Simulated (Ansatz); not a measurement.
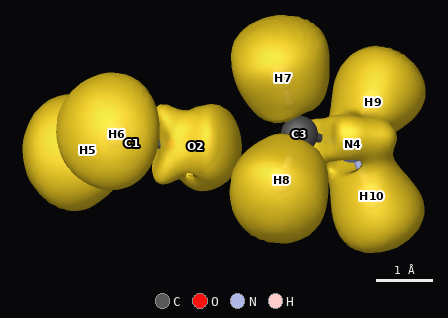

Figure 1: C2H6NO (charge +1). Isosurface of the ELF at 0.75 (yellow), seen from one side. Only the valence region is drawn (cores and ρ < 0.01 e/Å³ removed).

At this geometry the atoms fall into two loosely joined parts.

Level of theory: RKS PBE0-D4/def2-SVP (Ansatz 0.2.0).

Input file:

```
crystal:
  periodic: [false, false, false]
  atoms:
    - { symbol: C, position_ang: [0.23478, 1.82264, -0.63539] }
    - { symbol: O, position_ang: [-0.21692, 0.97421, 0.09232] }
    - { symbol: C, position_ang: [0.09564, -0.87688, -0.09319] }
    - { symbol: "N", position_ang: [-0.41989, -1.45938, 0.94991] }
    - { symbol: H, position_ang: [0.00159, 2.87992, -0.46232] }
    - { symbol: H, position_ang: [0.88642, 1.60097, -1.48977] }
    - { symbol: H, position_ang: [-0.43757, -0.95591, -1.03468] }
    - { symbol: H, position_ang: [1.17559, -0.79068, -0.14681] }
    - { symbol: H, position_ang: [-1.34462, -1.87022, 0.91946] }
    - { symbol: H, position_ang: [0.15162, -1.71369, 1.74585] }
total_charge: 1
basis:
  gaussian: { orbitals: def2-SVP }
hamiltonian:
  xc: pbe0
  dispersion: d4
relax:
  f_tol: 0.015
  max_steps: 40
output:
  orbitals: {}
```

Command:

```sh
ansatz run input.yaml --threads 1 --pin off --max-ram 2048MiB --backend cpu --events-out ev --progress --plain --runs-dir out
```

The fields are those of the relaxed geometry.

**Describe the localisation domains.**

The ELF exceeds this value in four regions around hydrogen nuclei, one region on O in which the atom's valence shell and bonds are merged and one joined region spread over several atoms (H, N), in which their bonds and any lone pairs are merged. Along the contacts the grid gives the following. C–O (1.21 Å): the ELF peaks at about 0.90 between the atoms: a multiple bond. C–N (1.29 Å): the ELF peaks at about 0.90 between the atoms: localised, covalent bonding.
